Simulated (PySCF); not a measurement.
Cyclo-(H2SnS)2 (H4S2Sn2).

Computed with PySCF, B3LYP/def2-SVPD, geometry: GFN2-xTB. Core potentials replace the inner electrons of Sn; spin–orbit coupling isn't included. No frequency check shows the geometry to be a minimum. GFN2-xTB bond lengths at metals and heavier atoms can be off by up to 0.1 Å and shapes distorted, which carries into these values.

Input script:

```python
import numpy as np
from pyscf import gto, scf, dft
from pyscf.scf import atom_ks, atom_hf
from scipy.linalg import block_diag

def solve(mol, dm0=None, hcore=None):
    mf = (dft.UKS if mol.spin else dft.RKS)(mol, xc='b3lyp')
    mf.grids.level = 3
    mf = mf.density_fit(auxbasis='def2-universal-jkfit')
    mf.conv_tol, mf.max_cycle = 1e-8, 80
    if hcore is not None:
        mf.get_hcore = lambda *args: hcore
    mf.kernel(dm0)
    if not mf.converged:
        mf = mf.newton().run(mf.mo_coeff, mf.mo_occ, max_cycle=30)
    assert mf.converged, 'SCF not converged'
    return mf

mol = gto.M(atom='''
Sn     1.66203     0.00000     0.00000
H      2.64514    -0.00001     1.40425
H      2.64513    -0.00001    -1.40425
S      0.00001    -1.77789     0.00000
Sn    -1.66203     0.00000     0.00000
H     -2.64514     0.00000    -1.40425
H     -2.64514    -0.00001     1.40425
S      0.00001     1.77788     0.00000
''', basis='def2-svpd', ecp={'Sn': 'def2-svpd'}, charge=0, spin=0, verbose=4)
field = np.array([-0.0, -0.0, -0.005])  # atomic units
mol.set_common_orig(mol.atom_charges() @ mol.atom_coords() / mol.atom_charges().sum())
mf = solve(mol)
out = dict(dm0=mf.make_rdm1(), d0=mf.dip_moment(unit='AU'), e0=mf.e_tot)
for name, sign in (('p', 1), ('m', -1)):
    h = mf.get_hcore() + sign * np.einsum('x,xij->ij', field, mol.intor('int1e_r'))
    mi = solve(mol, mf.make_rdm1(), h)
    out.update({'dm' + name: mi.make_rdm1(), 'd' + name: mi.dip_moment(unit='AU'), 'e' + name: mi.e_tot})
# spherically averaged free atoms, for the promolecule
atom_ks.AtomSphAverageRKS.init_guess_by_vsap = lambda self, mol=None: self.init_guess_by_minao(mol)  # core potentials
atm = atom_ks.get_atm_nrks(mol, xc='b3lyp')
pro = block_diag(*[(atm[a[0]][2] * atm[a[0]][3]) @ atm[a[0]][2].T for a in mol._atom])
np.savez('result.npz', pro=pro, **out)
```

Run with:

```sh
OMP_NUM_THREADS=1 python input.py
```

The run took 60 s on 1 thread of Arm Neoverse V1, on a shared host, peak memory 0.75 GiB.

Partitions, critical points and surface values were worked out afterwards from this run's density.

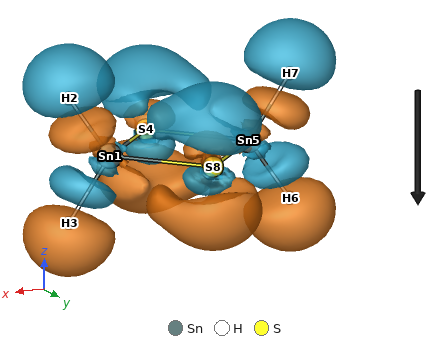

Change of the electron density in a uniform field of 0.26 V/Å along −z (arrow), surfaces at ±0.0015 e/Å³ (light blue: gain, orange: loss).

How large is the response?

Answer. The induced dipole is 1.27 D (along the field); α along this axis, from the fields in both directions, is 100 bohr³ (14.8 Å³).

Which atoms gain and lose the most charge?

Answer. Electrons gather most on H2 and H7 alike (Hirshfeld charge changes by −0.015 e) and leave H3 and H6 alike most (+0.015 e); 0.102 electrons are displaced in all.
